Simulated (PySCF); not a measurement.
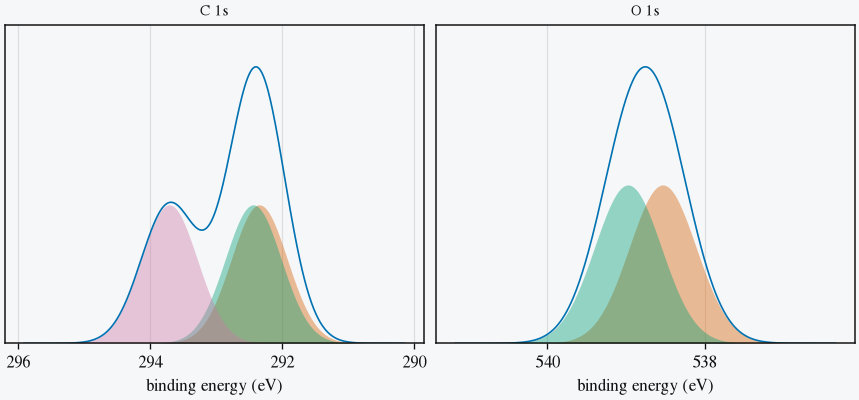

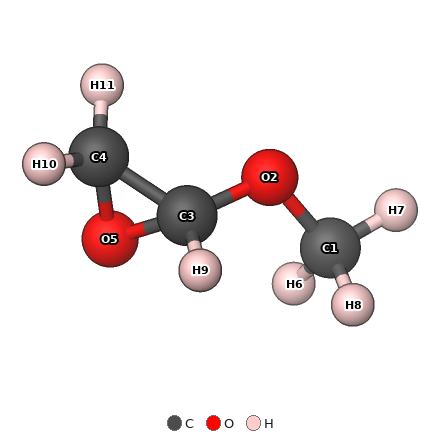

Simulated XPS of C₃H₆O₂, SMILES CO[C@H]1CO1. Vertical core-electron binding energies by ΔSCF (SCAN, pcX-2 on the ionised atom, pcseg-1 elsewhere, spin-free X2C; PySCF 2.14.0, at a PBE0-D3(BJ)/def2-SVP geometry (no frequency check)), gas phase, against the vacuum level. One atom of each kind was ionised; within a panel, areas follow the number of like atoms, each panel is scaled alone, Gaussians of 1.0 eV full width. Only the regions named are shown. Lines closer than the width merge in the curve.

Assign the components.

Answer.
```tsv
level	atoms	binding energy (eV)
C 1s	C3	293.7
C 1s	C1	292.4
C 1s	C4	292.3
O 1s	O2	539.0
O 1s	O5	538.5
```

How large is the chemical shift across the C 1s region?

Answer. 1.4 eV, from C4 at 292.3 eV to C3 at 293.7 eV.

Caveats: one conformer of a flexible molecule.
